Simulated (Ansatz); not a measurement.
Reaction (SMILES): F[C]Cl (closed-shell singlet) + 3 [H][H] (H2) → C (CH4) + Cl (HCl) + F (HF)
B3LYP-D3(BJ)/def2-TZVP geometries, fixed; electronic energies without zero-point terms.
Largest species:
```xyz
5

C      0.0000     0.0000     0.0000
H      0.6205     0.6269     0.6390
H     -0.6429    -0.6249     0.6185
H      0.6369    -0.6328    -0.6166
H     -0.6146     0.6308    -0.6409
```
Charge 0, spin multiplicity 1.

Basis-set convergence of the energy of full hydrogenation at PBE with Ansatz (a quantum-chemistry and plane-wave program). Cartesian d functions, on some or all atoms, in 6-31G*, 6-311+G**; all else is spherical. The program fits the integrals of some runs and decomposes those of others, by size. No added dispersion term, no relativity. Functions are those of the species that has most. Reference: the value in pcseg-4, -121.46 kcal/mol, itself unsure by roughly 0.13 kcal/mol (its mean distance from aug-pcseg-3, aug-cc-pV(Q+d)Z, cc-pV(5+d)Z). Deviations are taken from unrounded values.

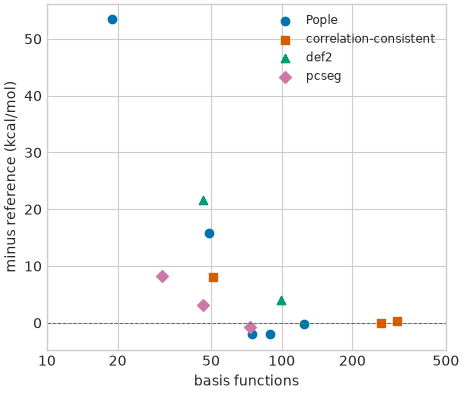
Deviation from the reference against the number of basis functions, by family of sets.

```tsv
basis	functions	energy of full hydrogenation (kcal/mol)	minus reference (kcal/mol)
STO-3G	19	-68.02	53.43
pcseg-0	31	-113.25	8.21
def2-SV(P)	46	-99.83	21.63
pcseg-1	46	-118.24	3.21
6-31G*	49	-105.60	15.86
cc-pV(D+d)Z	51	-113.42	8.03
aug-pcseg-1	73	-122.22	-0.76
6-311+G**	75	-123.40	-1.95
6-311++G(2d,2p)	89	-123.50	-2.04
def2-TZVP	99	-117.45	4.01
6-311++G(3df,3pd)	125	-121.72	-0.26
aug-cc-pV(Q+d)Z	264	-121.55	-0.10
cc-pV(5+d)Z	311	-121.20	0.26
```
